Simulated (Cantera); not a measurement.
Charge: 1 mol CHF3, 1.1 mol HCl, a varied amount of H2, equilibrated at 2025 K and 0.150 bar.

These are equilibrium values from Cantera (NASA tables, ideal gas, pure condensed phases), not measurements of a reactor. Candidate condensed phases: C, C6H6, C7H8, C8H18; 118 gas species. Gases not in the tables: C2F6 and larger saturated fluorocarbons. Rates play no part.

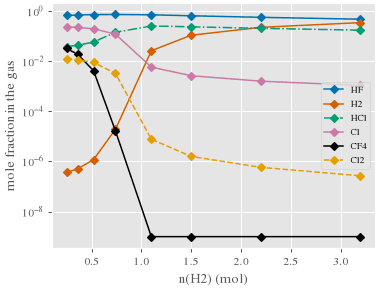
Figure: Equilibrium gas composition (values under 1e-9 drawn at 1e-9)

From 0.25 mol H2 to 3.2 mol H2 the condensed part is C(graphite). The main C-bearing gas is CF4 at 0.25 mol H2 and C2H2 (acetylene) at 3.2 mol H2. The share of C in condensed phases is highest at 1.1 mol H2 (100.0 %) and lowest at 0.25 mol H2 (85.5 %).
